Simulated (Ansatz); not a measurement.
Start from ZnS in the zinc blende structure (space group F-43m, No. 216; a = 5.443 Å).

One thing is altered: an isotropic linear strain of +2.00 %, atoms relaxed at fixed cell.

Calculations: DFT with PBE, PAW potentials and a 420 eV plane-wave cutoff in Ansatz (a quantum-chemistry and plane-wave program), no spin-orbit coupling.

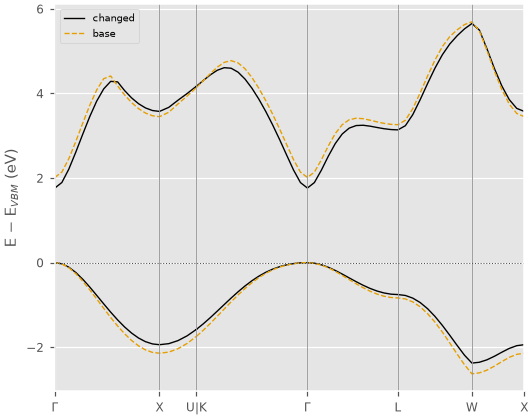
Figure. Highest valence and lowest conduction band along the path, each from its own valence-band maximum

From the figure, how large is the changed gap, and is it direct?

About 1.8 eV, direct at Γ.

Semilocal Kohn–Sham gaps tend to fall short of experiment. No phonon test of stability was made.
